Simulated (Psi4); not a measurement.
# TPSS/cc-pVDZ (Cholesky decomposition, cholesky tolerance 0.001, sweep point 6) run of GeF2 (SMILES [F][Ge][F])

What is the vertical electron affinity of GeF2 at TPSS/cc-pVDZ (Cholesky decomposition, cholesky tolerance 0.001, sweep point 6)? 

The results are computed with Psi4 1.11.

2 further runs of the same task are left out: 2 for a known fault of the program.

**1. The structure to begin with**

GeF2 has 3 atoms, charge 0, and is taken as a singlet. SMILES: `[F][Ge][F]`. Geometry: relaxed at PBE0-D4/def2-TZVP.

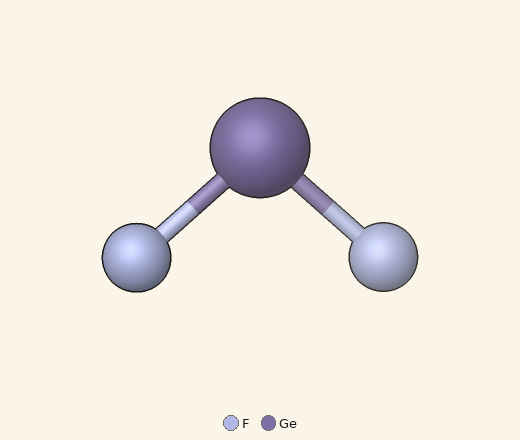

The structure, seen from a chosen angle (fluorine light blue, germanium purple).

**2. A single-point energy at TPSS/cc-pVDZ (Cholesky decomposition, cholesky tolerance 0.001, sweep point 6)**

Contents of calc.in:

```
memory 1.6 GB

molecule {
  0 1
  F     -0.675900    -1.101800    -0.497500
  Ge     0.637500    -0.295200     0.320200
  F      0.027600     1.332100     0.164100
  units angstrom
  symmetry c1
}

set reference rks
set puream true
set scf_type cd
set dft_radial_points 99
set dft_spherical_points 590
set cholesky_tolerance 0.001

energy_value = energy('tpss/cc-pVDZ')
print_variables()
```

Command:

```bash
psi4 -i calc.in -o calc.out -n 1
```

calc.out:

```text
[...]
  Running in c1 symmetry.
[...]
  Nuclear repulsion =  191.062717603408373
[...]
  Multiplicity = 1
[...]
  Nalpha       = 25
  Nbeta        = 25
[...]
    Number of basis functions: 55
[...]
   @RKS iter   1: -2276.31222910268752   -3.26560e+00   1.74600e-02 ADIIS/DIIS
[...]
   @RKS iter   7: -2276.72730856476710   -1.30669e-07   8.16052e-07 DIIS
[...]
    Orbital Energies [Eh]
    ---------------------
    Doubly Occupied:
       1A   -397.800560     2A    -49.375679     3A    -43.915874
       4A    -43.913923     5A    -43.913143     6A    -24.406122
       7A    -24.406097     8A     -6.097322     9A     -4.288077
      10A     -4.283540    11A     -4.279678    12A     -1.172199
      13A     -1.166409    14A     -1.156438    15A     -1.153369
      16A     -1.149786    17A     -1.078445    18A     -1.049003
      19A     -0.494376    20A     -0.393627    21A     -0.366888
      22A     -0.364408    23A     -0.339590    24A     -0.325907
      25A     -0.274523
[...]
  @RKS Final Energy: -2276.72730856476710
   => Energetics <=
    Nuclear Repulsion Energy =            191.0627176034083732
    One-Electron Energy =               -3553.4261900470337423
    Two-Electron Energy =                1185.5965207999197446
    DFT Exchange-Correlation Energy =     -99.9603569210615888
    Empirical Dispersion Energy =           0.0000000000000000
    VV10 Nonlocal Energy =                  0.0000000000000000
    Total Energy =                      -2276.7273085647670996
[...]
 Multipole Moments:
 ------------------------------------------------------------------------------------
     Multipole            Electronic (a.u.)      Nuclear  (a.u.)        Total (a.u.)
 ------------------------------------------------------------------------------------
 L = 1.  Multiply by 2.5417464519 to convert [e a0] to [Debye]
 Dipole X            :          2.8443044           -2.0857990            0.7585054
 Dipole Y            :         -1.0886967            0.7983941           -0.2903026
 Dipole Z            :          0.0000000            0.0000000            0.0000000
 Magnitude           :                                                    0.8121613
[...]
```

Run time: 15 s. Hardware: 1 thread of Intel Xeon Platinum 8488C (Sapphire Rapids), shared host; peak memory 1.1 GiB.

**3. The doublet anion at the same level**

Contents of f2ge.inp:

```
memory 1600 MB

molecule {
  -1 2
  F     -0.675900    -1.101800    -0.497500
  Ge     0.637500    -0.295200     0.320200
  F      0.027600     1.332100     0.164100
  symmetry c1
}

set {
  basis cc-pVDZ
  reference uks
  puream true
  scf_type cd
  dft_radial_points 99
  dft_spherical_points 590
  cholesky_tolerance 0.001
  maxiter 150
}

energy('tpss')
```

Command:

```bash
psi4 f2ge.inp f2ge.out -n 1
```

f2ge.out:

```text
[...]
  Running in c1 symmetry.
[...]
  Nuclear repulsion =  191.062717603408373
[...]
  Multiplicity = 2
[...]
  Nalpha       = 26
  Nbeta        = 25
[...]
    Number of basis functions: 55
[...]
   @UKS iter   1: -2276.11356087474496   -3.06693e+00   1.89422e-02 ADIIS/DIIS
[...]
   @UKS iter   8: -2276.72388928089367   -2.00971e-08   6.83530e-07 DIIS
[...]
   @S^2 Observed:                7.531703211E-01
[...]
    Orbital Energies [Eh]
    ---------------------
    Alpha Occupied:
       1A   -397.496446     2A    -49.072401     3A    -43.611332
       4A    -43.611318     5A    -43.610622     6A    -24.141791
       7A    -24.141770     8A     -5.794189     9A     -3.983212
      10A     -3.979581    11A     -3.979111    12A     -0.882823
      13A     -0.869011    14A     -0.851664    15A     -0.851223
      16A     -0.848742    17A     -0.811837    18A     -0.783922
      19A     -0.232902    20A     -0.138638    21A     -0.115886
      22A     -0.112484    23A     -0.087893    24A     -0.075652
      25A     -0.017333    26A      0.121506
    Alpha Virtual:
[...]
  @UKS Final Energy: -2276.72388928089367
   => Energetics <=
    Nuclear Repulsion Energy =            191.0627176034083732
    One-Electron Energy =               -3567.5531425012513864
    Two-Electron Energy =                1200.0297240627305655
    DFT Exchange-Correlation Energy =    -100.2631884457816511
    Empirical Dispersion Energy =           0.0000000000000000
    VV10 Nonlocal Energy =                  0.0000000000000000
    Total Energy =                      -2276.7238892808936725
[...]
 Multipole Moments:
 ------------------------------------------------------------------------------------
     Multipole            Electronic (a.u.)      Nuclear  (a.u.)        Total (a.u.)
 ------------------------------------------------------------------------------------
 L = 1.  Multiply by 2.5417464519 to convert [e a0] to [Debye]
 Dipole X            :          2.2017378           -2.0857990            0.1159388
 Dipole Y            :         -0.8428500            0.7983941           -0.0444558
 Dipole Z            :          0.0000000            0.0000000            0.0000000
 Magnitude           :                                                    0.1241697
[...]
```

Run time: 19 s. Hardware: 1 thread of Intel Xeon Platinum 8488C (Sapphire Rapids), shared host; peak memory 1 GiB.

**4. What came out**

Level: TPSS/cc-pVDZ (Cholesky decomposition, cholesky tolerance 0.001, sweep point 6).

| quantity | value |
| --- | --- |
| singlet GeF2: total energy | -2276.72731 Eh |
| singlet GeF2: dipole moment | 2.06 D |
| singlet GeF2: HOMO energy | -7.47 eV |
| singlet GeF2: LUMO energy | -3.11 eV |
| singlet GeF2: HOMO–LUMO gap | 4.36 eV |
| doublet anion: total energy | -2276.72389 Eh |
| doublet anion: HOMO energy (highest over α and β) | 3.31 eV |
| doublet anion: LUMO energy (lowest over α and β) | 4.63 eV |
| doublet anion: ⟨S²⟩ | 0.753 |
| vertical electron affinity (to the doublet anion) | -0.093 eV |

In words: The anion lies 0.09 eV (2.1 kcal/mol) above the neutral: the electron isn't bound at this level, and such a value depends on the basis. Without diffuse functions anions come out too high. The HOMO (doublet anion) lies at positive energy, 3.31 eV, as semi-local functionals often give for anions; only total energies tell whether the electron is bound.
